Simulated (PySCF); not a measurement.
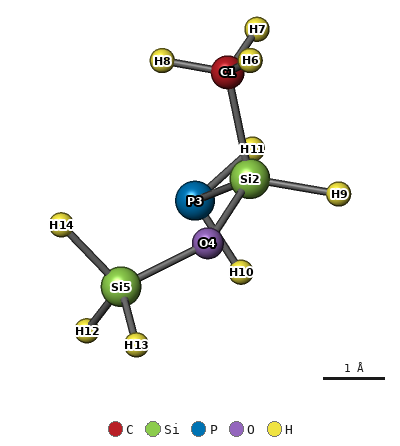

Fig. 1: The structure (ball-and-stick view, seen at a tilt; atoms are numbered from 1 in the order of the input). Bond lengths as drawn: C–H 1.10 Å, C–Si 1.87 Å, H–P 1.43 Å, H–Si 1.49 Å, O–Si 1.66 Å and P–Si 2.27 Å.

**CH$_{9}$OPSi$_{2}$: one change and its effect**

System: CH$_{9}$OPSi$_{2}$.
Method of the first run: TDDFT PBE0/def2-SVP, vertical, gas phase, core orbitals frozen in the response (PySCF 2.14.0).

The geometry comes from this level: PBE0-D3(BJ)/def2-SVP. Text and figures count atoms from 1; the logs count them from 0 in places.

**Input, the first run**
```
{"job": {"kind": "uv", "xc": "PBE0", "basis": "def2-SVP"}, "charge": 0, "multiplicity": 1}
C     -1.466583    -1.217888     0.807804
Si    -0.232632     0.137864     0.444962
P     -0.973736     1.315958    -1.347494
O      1.250754    -0.509902     0.057908
Si     2.103933    -1.221674    -1.173066
H     -1.110878    -1.851957     1.635076
H     -2.441604    -0.794412     1.096521
H     -1.618682    -1.857343    -0.075664
H     -0.031697     0.994482     1.650068
H     -0.106353     2.426461    -1.111420
H     -2.056884     1.884933    -0.606518
H      2.124145    -0.332015    -2.373767
H      3.498331    -1.454163    -0.702979
H      1.486238    -2.529411    -1.551383
```

The first line tells a small driver script what to run in PySCF; the rest is the geometry in Å.

Hardware: 1 CPU thread, shared host.

**Output (the first run)**
```
coarse grid: 12624 points
cycle   1  E = -1038.0435352826  dE =  8.198e-02  |g| = 7.332e-01  |ddm| = 3.420e+00
cycle   2  E = -1037.8418194942  dE =  2.017e-01  |g| = 1.239e+00  |ddm| = 1.733e+00
cycle   3  E = -1038.1483922082  dE = -3.066e-01  |g| = 1.117e-01  |ddm| = 1.225e+00
cycle   4  E = -1038.1511329215  dE = -2.741e-03  |g| = 4.151e-02  |ddm| = 1.582e-01
cycle   5  E = -1038.1515954189  dE = -4.625e-04  |g| = 5.974e-03  |ddm| = 4.416e-02
cycle   6  E = -1038.1516065476  dE = -1.113e-05  |g| = 1.305e-03  |ddm| = 1.099e-02
cycle   7  E = -1038.1516071104  dE = -5.628e-07  |g| = 3.494e-04  |ddm| = 2.837e-03
final grid: 106544 points
cycle   8  E = -1038.2804931556  dE = -8.831e-06  |g| = 7.058e-03  |ddm| = 1.989e-02
cycle   9  E = -1038.2804803970  dE =  1.276e-05  |g| = 1.063e-02  |ddm| = 1.481e-02
cycle  10  E = -1038.2805038625  dE = -2.347e-05  |g| = 9.659e-04  |ddm| = 8.929e-03
cycle  11  E = -1038.2805040871  dE = -2.246e-07  |g| = 9.387e-05  |ddm| = 1.088e-03
cycle  12  E = -1038.2805040894  dE = -2.364e-09  |g| = 3.150e-05  |ddm| = 1.527e-04
cycle  13  E = -1038.2805040898  dE = -3.140e-10  |g| = 5.917e-06  |ddm| = 5.770e-05
converged SCF energy = -1038.2805040898

Static polarisability (au): isotropic 82.042, principal 72.483 83.589 90.055

Singlet excitations
state   eV       nm        f      main configurations
  1   6.3281    195.9   0.01301   H->L 0.88, H->L+1 0.09
  2   6.9950    177.2   0.02641   H->L+1 0.78, H->L 0.09
  3   7.2700    170.5   0.00310   H-1->L 0.92
  4   7.4158    167.2   0.02144   H->L+2 0.71, H->L+3 0.20
  5   7.6933    161.2   0.00269   H-2->L 0.84
  6   7.9172    156.6   0.22687   H->L+3 0.69, H->L+2 0.16
  7   7.9985    155.0   0.02532   H->L+4 0.73, H-1->L+1 0.13
  8   8.1084    152.9   0.04110   H-1->L+1 0.71, H->L+4 0.13
  9   8.2261    150.7   0.02977   H-3->L 0.70, H-1->L+1 0.10
 10   8.4746    146.3   0.02062   H-2->L+1 0.59, H-1->L+2 0.19

Triplet excitations (Tamm-Dancoff, eV): 5.6479 5.8603 6.6144 6.9587
```

For the second run the input was changed thus:
```diff
-"basis": "def2-SVP"
+"basis": "6-31G*"
```

Predict how the results change.

The total energy of the second run is 196.2 kcal/mol lower, which measures the change of basis and not a stability. The HOMO goes from −7.31 to −7.24 eV. The dipole moment goes from 0.96 to 1.04 D. The lowest excitation goes from 6.33 to 6.25 eV. The strongest computed line goes from 7.92 to 7.70 eV. The number of SCF iterations is the same. The basis functions go from 127 to 100.

**Output (the second run)**
```
coarse grid: 12624 points
cycle   1  E = -1038.5469962045  dE =  1.204e-01  |g| = 7.458e-01  |ddm| = 3.201e+00
cycle   2  E = -1038.3418657008  dE =  2.051e-01  |g| = 1.252e+00  |ddm| = 1.700e+00
cycle   3  E = -1038.6567033037  dE = -3.148e-01  |g| = 1.183e-01  |ddm| = 1.200e+00
cycle   4  E = -1038.6598542166  dE = -3.151e-03  |g| = 4.048e-02  |ddm| = 1.529e-01
cycle   5  E = -1038.6602910976  dE = -4.369e-04  |g| = 5.966e-03  |ddm| = 4.192e-02
cycle   6  E = -1038.6603028861  dE = -1.179e-05  |g| = 1.197e-03  |ddm| = 1.029e-02
cycle   7  E = -1038.6603033981  dE = -5.119e-07  |g| = 2.784e-04  |ddm| = 2.381e-03
final grid: 106544 points
cycle   8  E = -1038.5931315347  dE = -6.395e-06  |g| = 6.498e-03  |ddm| = 1.532e-02
cycle   9  E = -1038.5931226954  dE =  8.839e-06  |g| = 9.242e-03  |ddm| = 1.364e-02
cycle  10  E = -1038.5931414781  dE = -1.878e-05  |g| = 1.024e-03  |ddm| = 7.882e-03
cycle  11  E = -1038.5931417212  dE = -2.431e-07  |g| = 8.077e-05  |ddm| = 9.932e-04
cycle  12  E = -1038.5931417229  dE = -1.771e-09  |g| = 3.205e-05  |ddm| = 1.511e-04
cycle  13  E = -1038.5931417233  dE = -3.058e-10  |g| = 5.922e-06  |ddm| = 5.150e-05
converged SCF energy = -1038.5931417233

Static polarisability (au): isotropic 77.993, principal 67.950 79.165 86.863

Singlet excitations
state   eV       nm        f      main configurations
  1   6.2545    198.2   0.01326   H->L 0.90
  2   7.0670    175.4   0.01720   H->L+1 0.47, H->L+2 0.41
  3   7.1547    173.3   0.00274   H-1->L 0.91
  4   7.3907    167.8   0.10420   H->L+2 0.38, H->L+3 0.29, H->L+1 0.26
  5   7.6087    163.0   0.01759   H-2->L 0.84
  6   7.7002    161.0   0.24880   H->L+3 0.63, H->L+2 0.13, H->L+1 0.13
  7   8.0402    154.2   0.01117   H-1->L+1 0.45, H->L+4 0.23, H-3->L 0.17
  8   8.1259    152.6   0.03200   H->L+4 0.64, H-3->L 0.18
  9   8.1647    151.9   0.04852   H-3->L 0.40, H-1->L+1 0.40
 10   8.3777    148.0   0.02611   H-1->L+2 0.69

Triplet excitations (Tamm-Dancoff, eV): 5.5877 5.8025 6.5035 6.8741
```

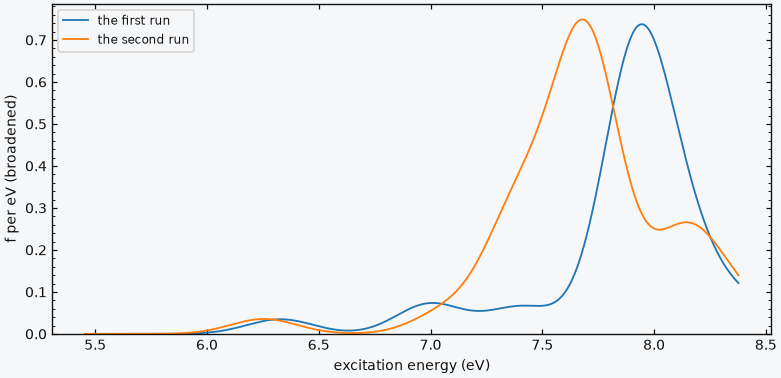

Fig. 2: Absorption of the two runs from their computed states, each broadened by a Gaussian of 0.35 eV full width; the range ends where the shorter list of states ends.

**The two runs side by side**

| quantity | the first run | the second run |
| --- | --- | --- |
| outcome | converged | converged |
| total energy (hartree) | −1038.280504 | −1038.593142 |
| HOMO (eV) | −7.31 | −7.24 |
| LUMO (eV) | 0.27 | 0.22 |
| dipole moment (D) | 0.96 | 1.04 |
| lowest excitation (eV) | 6.33 | 6.25 |
| SCF iterations | 13 | 13 |
| strongest computed line (eV) | 7.92 | 7.70 |
| basis functions | 127 | 100 |
| wall time (shared host) | 15 s | 11 s |
